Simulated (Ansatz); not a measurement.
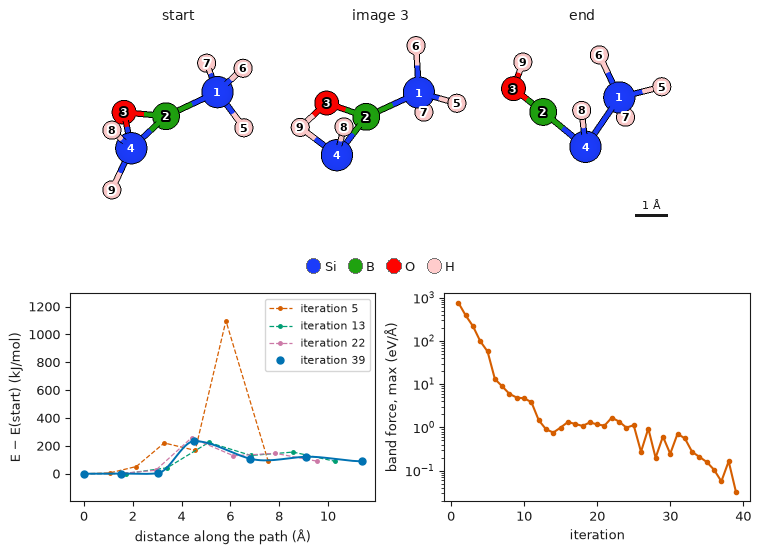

A search for the minimum-energy path of BSi$_{2}$H$_{5}$O by the nudged elastic band. Images are numbered from 0 (start) to 6 (end). The plot follows the band through its iterations. Style: ball-and-stick. Shown from a free direction.

Level of theory: Ansatz 0.2.0, RKS PBE0-D4/6-31G*. Settings: 5 movable images; climbing image; force threshold 0.05 eV/Å; iteration limit 60; starting path through a guess of the saddle point.

How did the profile develop, and is the result final?

The run is converged, with reservations. The band converged in 39 iterations. The largest component of the band force went from 770 to 0.032 eV/Å. The climbing image converged on the top of the path. Its vibrational analysis gives one imaginary mode (1491i cm⁻¹), as a transition state must have. The first iteration put the highest image at 11989.0 kJ/mol. Forward barrier 233.8 kJ/mol, backward barrier 144.0 kJ/mol, with image 3 at the top; the reaction energy is +89.9 kJ/mol. The profile has 2 maxima (images 3, 5) with a dip at image 4 (+108.1 kJ/mol), so the process runs in steps.

The run took 12 min on 1 thread of Arm Neoverse V1 (shared host), peak memory 0.15 GiB.
